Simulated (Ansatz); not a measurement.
**SiPH4 (SMILES [SiH2]P) at UCCSDTQ/STO-3G**

Aim: the vertical electron affinity of SiPH4 at UCCSDTQ/STO-3G, from 2 runs. 

The results are computed with Ansatz 0.2.0.

47 further runs of the same task are left out: 47 set aside as unsound or not needed.

## 1. The structure to begin with

The species is SiPH4 (6 atoms), meant as a doublet with charge 0. As SMILES, `[SiH2]P`. The shape is that of a GFN2-xTB optimisation. This is one conformer, not always the lowest.

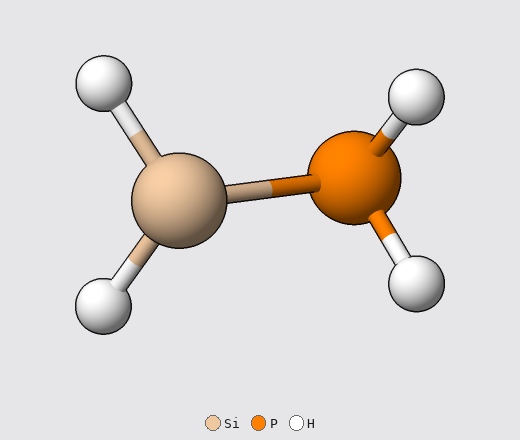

The structure, seen from a chosen angle (silicon light orange, phosphorus orange, hydrogen white).

## 2. The energy at UCCSDTQ/STO-3G

Input file input.yaml:

```yaml
crystal:
  periodic: [false, false, false]
  atoms:
    - {symbol: Si, position_ang: [0.127020, -0.986120, -0.104660]}
    - {symbol: P, position_ang: [-0.338670, 1.170000, 0.142220]}
    - {symbol: H, position_ang: [-0.300620, -1.724700, 1.087920]}
    - {symbol: H, position_ang: [-0.579260, -1.514310, -1.276300]}
    - {symbol: H, position_ang: [0.434680, 1.617150, -0.915300]}
    - {symbol: H, position_ang: [0.656850, 1.437980, 1.066130]}
basis:
  gaussian:
    orbitals: STO-3G
magnetization:
  spin_polarized: true
  initial_magnetization: 1
correlation:
  method: ccsdtq
  frozen_orbitals: {H: 0, P: 5, Si: 5}
accuracy: high
scf:
  omitted_lower_state_checks: [cluster_reference, increment]
```

On the command line:

```
ansatz run input.yaml --threads 1 --pin off --max-ram 2610MiB --events-out events.jsonl --progress --plain --runs-dir runs
```

The log of the run, shortened:

```text
Warning: RAYON_NUM_THREADS=1 ignored (pool sized by the plan → 1); use --threads N
Functional definition: HF
  name "HF"
[...]
391 factors; integrals over basis functions are off by at most 2.7e-9 eV
[...]
mean field -17001.45558586 eV, -624.7919687797 hartree, gradient 8.1e-8 eV, S^2 0.752357; 0 other end points of the search recorded, 0 dependent functions left out
10 core orbitals not correlated: weight in the atoms' cores, before any rotation towards them, 1.000 or more for the frozen orbitals, at most 0.000 for the correlated occupied ones
reference -17001.45558586 eV, -624.7919687797 hartree; 7, 6 occupied and 5, 6 virtual orbitals, 391 factors
second order -1.77098384 eV of doubles, -0.00000000 eV of singles
cycle   1  -2.30138305 eV  change   -5.3e-1 eV  update   6.4e-2
[...]
cycle  23  -2.63023299 eV  change  -5.2e-10 eV  update  7.8e-10
Total energy: -17004.08581885 eV, -624.8886280594 hartree
Checks for a lower state left out: cluster_reference, increment
```

Wall time 29 s (1 thread of AMD EPYC 9R14 (Zen 4), shared host); peak memory 0.28 GiB.

## 3. The singlet anion, same level

Input file job.yaml:

```yaml
crystal:
  periodic: [false, false, false]
  atoms:
    - {symbol: Si, position_ang: [0.127020, -0.986120, -0.104660]}
    - {symbol: P, position_ang: [-0.338670, 1.170000, 0.142220]}
    - {symbol: H, position_ang: [-0.300620, -1.724700, 1.087920]}
    - {symbol: H, position_ang: [-0.579260, -1.514310, -1.276300]}
    - {symbol: H, position_ang: [0.434680, 1.617150, -0.915300]}
    - {symbol: H, position_ang: [0.656850, 1.437980, 1.066130]}
basis:
  gaussian:
    orbitals: STO-3G
total_charge: -1
correlation:
  method: ccsdtq
  frozen_orbitals: {H: 0, P: 5, Si: 5}
accuracy: high
scf:
  omitted_lower_state_checks: [cluster_reference, increment]
```

On the command line:

```
ansatz run job.yaml --threads 1 --pin off --max-ram 2610MiB --events-out events.jsonl --progress --plain --runs-dir runs
```

The log of the run, shortened:

```text
Warning: RAYON_NUM_THREADS=1 ignored (pool sized by the plan → 1); use --threads N
[... 2 set-up lines as earlier in the session ...]
[...]
391 factors; integrals over basis functions are off by at most 2.7e-9 eV
[...]
mean field -16996.07332007 eV, -624.5941741604 hartree, gradient 3.4e-8 eV, S^2 0.000000; 0 other end points of the search recorded, 0 dependent functions left out
10 core orbitals not correlated: weight in the atoms' cores, before any rotation towards them, 1.000 or more for the frozen orbitals, at most 0.000 for the correlated occupied ones
reference -16996.07332007 eV, -624.5941741604 hartree; 7, 7 occupied and 5, 5 virtual orbitals, 391 factors
second order -1.71538539 eV of doubles, -0.00000000 eV of singles
cycle   1  -2.22114055 eV  change   -5.1e-1 eV  update   6.1e-2
[...]
cycle  20  -2.51249155 eV  change  -6.4e-12 eV  update   1.1e-9
Total energy: -16998.58581162 eV, -624.6865065218 hartree
Checks for a lower state left out: cluster_reference, increment
```

Run time: 2.9 s. Hardware: 1 thread of AMD EPYC 9R14 (Zen 4), shared host; peak memory 0.12 GiB.

## 4. Results

Level: UCCSDTQ/STO-3G, 10 core orbitals frozen.

| quantity | value |
| --- | --- |
| doublet SiPH4: total energy | -624.88863 Eh |
| doublet SiPH4: correlation energy (10 core orbitals frozen) | -96.7 mEh |
| doublet SiPH4: ⟨S²⟩ of the reference determinant | 0.752 |
| doublet SiPH4: T1 diagnostic | 0.009 |
| singlet anion: total energy | -624.68651 Eh |
| singlet anion: correlation energy (10 core orbitals frozen) | -92.3 mEh |
| singlet anion: T1 diagnostic | 0.007 |
| vertical electron affinity (to the singlet anion) | -5.500 eV |

In words: The anion lies 5.50 eV (531 kJ/mol) above the neutral: the electron isn't bound at this level, and such a value depends on the basis. Without diffuse functions anions come out too high. In a minimal basis such a difference can be off by several eV, whatever the method.
